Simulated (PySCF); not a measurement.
**Two runs on C₅H₁₃N**

System: C₅H₁₃N.
Method of run 1: GIAO PBE0/STO-3G NMR shielding, non-relativistic, gas phase (PySCF 2.14.0).

The geometry comes from this level: PBE0-D3(BJ)/def2-SVP. Text and figures count atoms from 1; the logs count them from 0 in places.

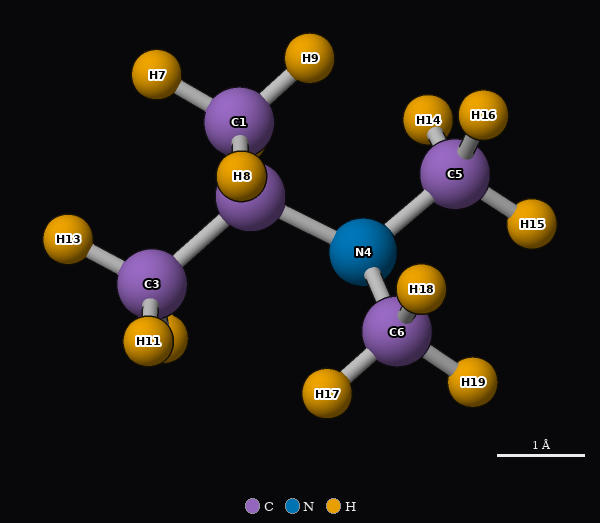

Fig. 1: The structure (ball-and-stick view, seen at a tilt; atoms are numbered from 1 in the order of the input). Bond lengths as drawn: C–C 1.52 to 1.53 Å, C–H 1.10 to 1.11 Å and C–N 1.44 to 1.46 Å.

**The input, run 1**
```
{"job": {"kind": "nmr", "xc": "PBE0", "basis": "STO-3G", "pop": true}, "charge": 0, "multiplicity": 1}
C      0.848753     0.967632     1.097572
C      0.655009    -0.339555     0.323082
C      1.760488    -0.542210    -0.705720
N     -0.664112    -0.499491    -0.279037
C     -1.713127    -0.771470     0.664600
C     -1.042589     0.497438    -1.245338
H      1.814327     0.969101     1.625663
H      0.839117     1.838781     0.423380
H      0.058281     1.114884     1.849564
H      0.738153    -1.168048     1.048960
H      1.819333     0.295489    -1.418551
H      1.587146    -1.467796    -1.273526
H      2.739844    -0.612066    -0.208603
H     -1.416275    -1.593798     1.334691
H     -2.624118    -1.088364     0.131160
H     -1.996303     0.096844     1.302941
H     -0.246886     0.640679    -1.990440
H     -1.279160     1.493055    -0.806610
H     -1.940645     0.162346    -1.789169
```

The first line tells a small driver script what to run in PySCF; the rest is the geometry in Å.

Command:
```bash
OMP_NUM_THREADS=1 python <driver script> task.json out
```

Hardware: 1 CPU thread, shared host.

**Output (run 1)**
```
coarse grid: 14552 points
cycle   1  E = -249.7467339548  dE =  4.035e-01  |g| = 2.716e-01  |ddm| = 5.080e+00
cycle   2  E = -249.7558408300  dE = -9.107e-03  |g| = 2.233e-01  |ddm| = 6.897e-01
cycle   3  E = -249.7707368892  dE = -1.490e-02  |g| = 1.431e-02  |ddm| = 3.098e-01
cycle   4  E = -249.7707817840  dE = -4.489e-05  |g| = 7.303e-03  |ddm| = 2.556e-02
cycle   5  E = -249.7707976188  dE = -1.583e-05  |g| = 3.540e-04  |ddm| = 9.804e-03
cycle   6  E = -249.7707976562  dE = -3.738e-08  |g| = 1.409e-04  |ddm| = 7.445e-04
final grid: 136872 points
cycle   7  E = -249.7516808260  dE = -8.612e-06  |g| = 3.989e-03  |ddm| = 1.429e-02
cycle   8  E = -249.7516829951  dE = -2.169e-06  |g| = 3.077e-03  |ddm| = 9.763e-03
cycle   9  E = -249.7516860406  dE = -3.046e-06  |g| = 3.207e-05  |ddm| = 4.200e-03
cycle  10  E = -249.7516860408  dE = -2.385e-10  |g| = 2.057e-05  |ddm| = 7.350e-05
converged SCF energy = -249.7516860408

GIAO shielding tensors (ppm)
atom      isotropic    diamagn.    paramagn.     s11        s22        s33       span
  0 C      217.330     245.994     -28.663    210.545    212.400    229.046     18.501
  1 C      186.379     244.060     -57.681    167.096    177.698    214.343     47.247
  2 C      213.102     244.615     -31.513    200.988    207.933    230.384     29.396
  3 N      297.405     308.529     -11.124    254.618    313.549    324.048     69.430
  4 C      195.419     244.752     -49.333    174.132    179.438    232.686     58.555
  5 C      200.184     245.905     -45.721    181.151    188.044    231.357     50.205
  6 H       32.168      30.925       1.243     26.724     28.993     40.786     14.062
  7 H       32.211      32.608      -0.398     27.317     30.481     38.834     11.517
  8 H       31.887      32.247      -0.360     25.610     30.723     39.327     13.716
  9 H       31.132      33.170      -2.038     25.972     29.418     38.006     12.034
 10 H       31.849      31.913      -0.064     26.796     30.434     38.318     11.523
 11 H       31.462      30.404       1.058     25.786     28.703     39.897     14.112
 12 H       31.861      30.201       1.660     26.281     28.783     40.519     14.238
 13 H       31.295      31.246       0.049     25.765     28.662     39.459     13.694
 14 H       31.161      30.364       0.796     25.597     28.055     39.830     14.233
 15 H       31.353      31.671      -0.318     26.686     29.390     37.982     11.296
 16 H       31.280      32.551      -1.271     24.811     30.656     38.373     13.562
 17 H       31.733      32.359      -0.626     27.173     29.583     38.444     11.271
 18 H       31.432      30.915       0.518     25.979     28.178     40.141     14.162
```

Run 2 used a changed input.

**The two runs side by side**

| quantity | run 1 | run 2 |
| --- | --- | --- |
| outcome | converged | converged |
| total energy (hartree) | −249.751686 | −252.605568 |
| HOMO (eV) | −3.22 | −5.75 |
| LUMO (eV) | 9.30 | 1.64 |
| dipole moment (D) | 0.71 | 0.46 |
| shielding of C1 (ppm) | 217.3 | 183.0 |
| shielding of C2 (ppm) | 186.4 | 141.6 |
| shielding of C3 (ppm) | 213.1 | 171.6 |
| shielding of N4 (ppm) | 297.4 | 241.5 |
| shielding of C5 (ppm) | 195.4 | 150.6 |
| shielding of C6 (ppm) | 200.2 | 160.9 |
| shielding of H10 (ppm) | 31.1 | 28.9 |
| SCF iterations | 10 | 12 |
| basis functions | 43 | 149 |
| wall time (shared host) | 4.1 s | 18 s |

What was changed in the input?

The change (lines with − go, lines with + come):
```diff
-"basis": "STO-3G"
+"basis": "def2-SVP"
```

The total energy of run 2 is 1790.8 kcal/mol lower, which measures the change of basis and not a stability. The HOMO goes from −3.22 to −5.75 eV. The LUMO goes from 9.30 to 1.64 eV. The dipole moment goes from 0.71 to 0.46 D. Of all shieldings, the largest change is that of N4, by −55.9 ppm. The SCF takes 12 iterations against 10. The basis functions go from 43 to 149.

**Output (run 2)**
```
coarse grid: 14552 points
cycle   1  E = -252.5312510316  dE =  3.179e-01  |g| = 3.717e-01  |ddm| = 4.074e+00
cycle   2  E = -252.5277920219  dE =  3.459e-03  |g| = 4.034e-01  |ddm| = 9.809e-01
cycle   3  E = -252.5709958002  dE = -4.320e-02  |g| = 4.516e-02  |ddm| = 5.295e-01
cycle   4  E = -252.5713056804  dE = -3.099e-04  |g| = 2.413e-02  |ddm| = 6.830e-02
cycle   5  E = -252.5714284809  dE = -1.228e-04  |g| = 4.556e-03  |ddm| = 2.786e-02
cycle   6  E = -252.5714327832  dE = -4.302e-06  |g| = 1.017e-03  |ddm| = 6.195e-03
final grid: 136872 points
cycle   7  E = -252.6055461810  dE = -3.607e-05  |g| = 8.966e-03  |ddm| = 3.287e-02
cycle   8  E = -252.6055389931  dE =  7.188e-06  |g| = 1.039e-02  |ddm| = 2.209e-02
cycle   9  E = -252.6055679440  dE = -2.895e-05  |g| = 7.111e-04  |ddm| = 1.257e-02
cycle  10  E = -252.6055680489  dE = -1.049e-07  |g| = 2.028e-04  |ddm| = 9.079e-04
cycle  11  E = -252.6055680572  dE = -8.316e-09  |g| = 4.250e-05  |ddm| = 2.202e-04
cycle  12  E = -252.6055680576  dE = -3.407e-10  |g| = 1.860e-05  |ddm| = 6.624e-05
converged SCF energy = -252.6055680576

GIAO shielding tensors (ppm)
atom      isotropic    diamagn.    paramagn.     s11        s22        s33       span
  0 C      182.974     247.530     -64.556    173.483    180.460    194.978     21.495
  1 C      141.556     244.387    -102.832    123.080    129.214    172.373     49.294
  2 C      171.571     245.669     -74.099    149.725    169.390    195.597     45.873
  3 N      241.547     320.024     -78.477    200.001    252.492    272.147     72.146
  4 C      150.610     244.578     -93.968    122.805    135.925    193.099     70.294
  5 C      160.950     245.881     -84.931    139.738    150.432    192.680     52.941
  6 H       30.996      30.195       0.801     26.727     28.700     37.562     10.835
  7 H       30.727      32.007      -1.280     26.711     29.849     35.620      8.909
  8 H       30.195      31.654      -1.459     24.792     29.700     36.094     11.301
  9 H       28.869      32.881      -4.012     25.515     27.873     33.220      7.705
 10 H       30.221      31.465      -1.244     26.727     29.481     34.456      7.729
 11 H       30.355      30.069       0.286     26.353     27.867     36.844     10.491
 12 H       30.455      29.432       1.023     26.222     28.256     36.887     10.665
 13 H       29.318      30.618      -1.300     25.263     26.682     36.009     10.746
 14 H       29.198      29.492      -0.294     25.000     26.503     36.092     11.092
 15 H       29.135      30.853      -1.719     24.851     27.635     34.918     10.067
 16 H       29.090      32.111      -3.020     23.923     28.499     34.848     10.925
 17 H       29.691      31.533      -1.842     25.131     28.241     35.699     10.568
 18 H       29.589      30.070      -0.481     25.276     27.036     36.456     11.180
```
